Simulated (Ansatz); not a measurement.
Consider this structure, Al.

```
CELL_PARAMETERS angstrom
3.99129 0.00000 0.00000
0.00000 3.99129 0.00000
0.00000 0.00000 3.99129
ATOMIC_POSITIONS crystal
Al 0.00000 0.00000 0.00000
Al 0.00000 0.50000 0.50000
Al 0.50000 0.00000 0.50000
Al 0.50000 0.50000 0.00000
```

It is based on the input geometry of an electronic-structure calculation (not necessarily at equilibrium).

Question: Predict the first 4 clear peaks of the X-ray G(r) with σ = 0.10 Å, and name the atom pairs.

Answer: 1. 2.82 Å: Al–Al at 2.82 Å
2. 3.99 Å: Al–Al at 3.99 Å
3. 4.89 Å: Al–Al at 4.89 Å
4. 5.64 Å: Al–Al at 5.64 Å

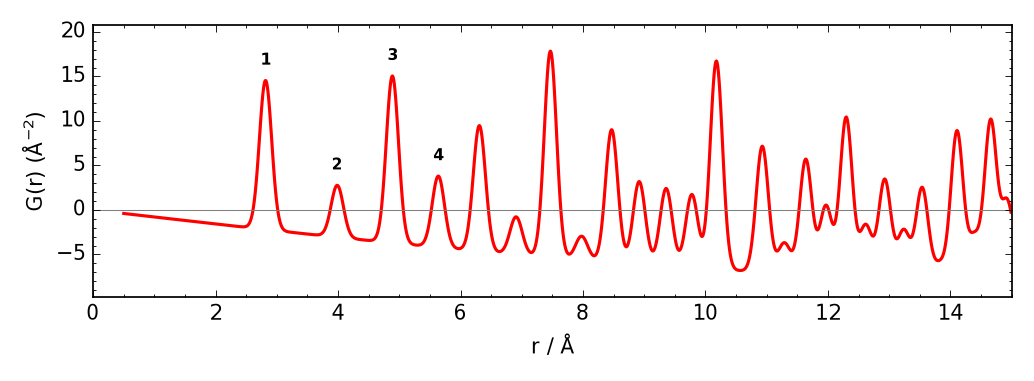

Simulated X-ray pair distribution function, G(r) = R(r)/r − 4πρ₀r, summed over the atomic distances of the structure with each pair weighted by the product of the atomic numbers (X-ray weights at Q = 0); every distance is a Gaussian of σ = 0.10 Å, damped by exp(−(Q_damp r)²/2) with Q_damp = 0.060 Å⁻¹. There is no Q-range truncation.
